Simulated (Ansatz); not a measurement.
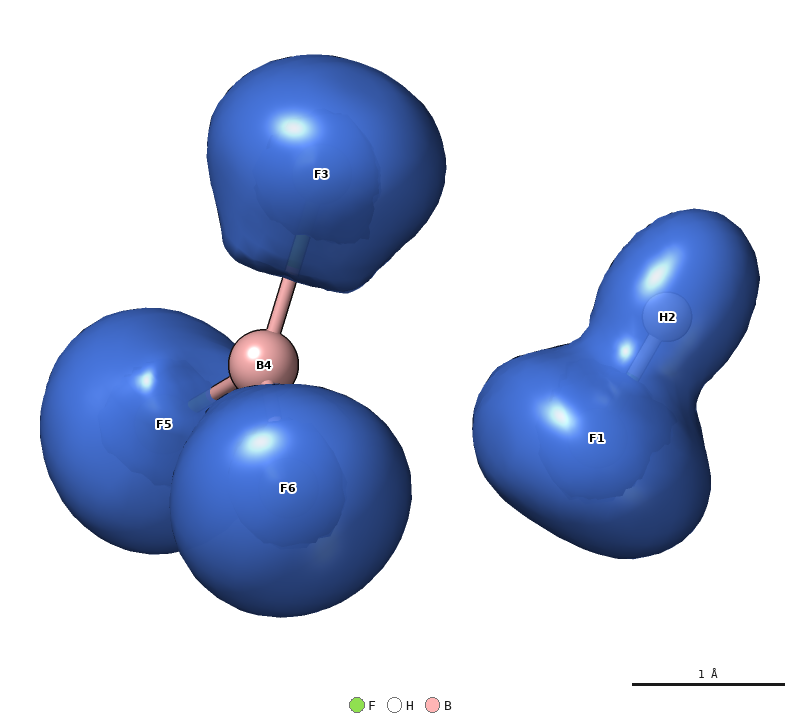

*HF···BF$_{3}$. Isosurface of the ELF at 0.75 (blue), seen at a tilt. Core shells and regions of very low density are left out.*

Geometry: PBE0-D4/def2-TZVP.

The calculation used RKS PBE0-D4/def2-TZVPPD in Ansatz.

Input file:

```
crystal:
  periodic: [false, false, false]
  atoms:
    - {symbol: F, position_ang: [-0.328833, -0.456373, -1.520073]}
    - {symbol: H, position_ang: [0.366576, -0.059402, -1.979134]}
    - {symbol: F, position_ang: [1.058750, 0.787246, 0.483741]}
    - {symbol: B, position_ang: [-0.019262, 0.117836, 0.845625]}
    - {symbol: F, position_ang: [-1.168880, 0.741913, 0.940049]}
    - {symbol: F, position_ang: [0.091549, -1.131222, 1.229791]}
basis:
  gaussian: {orbitals: "def2-TZVPPD.json"}
hamiltonian: {xc: pbe0, dispersion: d4}
output: {orbitals: {seedname: orbitals}}
```

Run with:

```sh
ansatz run in.yaml --threads 4 --pin off --events-out ev --progress --plain --max-ram 9574MiB
```

> Where are the electrons localised?

At this value the surface marks out three regions on F in which the atom's valence shell and bonds are merged and one joined region spread over several atoms (F, H), in which their bonds and any lone pairs are merged. Profiles from the grid: B4···F1 (2.45 Å): the ELF is about 0.05 at the midpoint. B–F (1.31 Å): the ELF peaks at about 0.85 between the atoms: a polar covalent bond.
